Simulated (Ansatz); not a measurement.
## Response to strain in TiSi2

The reference is TiSi₂ (space group Fddd, No. 70; a = 4.806 Å, b = 8.265 Å, c = 8.565 Å). Axes: x, y, z lie along a, b, c of the conventional cell.

Strains are applied to the cell and any free atomic positions relax; under biaxial strain the out-of-plane vector relaxes too.

The values are results of PBE (Ansatz, a program for electronic structure; PAW; 420 eV plane waves; no spin-orbit coupling), not measurements.

Notes on the quantities. pressure: mean of the normal stresses, compression positive.

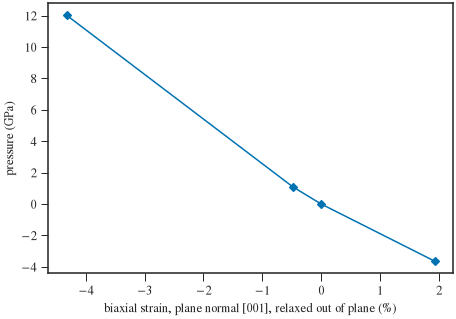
Fig. 1. Pressure against biaxial strain, plane normal [001], relaxed out of plane

Problem. From the plot, what is the pressure for biaxial strain +1.93 %, plane normal [001], relaxed out of plane?

Solution. About -4 GPa.

Problem. Is the trend monotonic over the range shown?

Solution. Yes, it falls throughout, spanning -3.6 GPa to 12.0 GPa.

Without a gap, meshes like the base's 13×13×13 leave anisotropic stresses uncertain by several tenths of a GPa, and small strain energies with them. No phonon test of stability was made. All final runs are without spin polarisation.
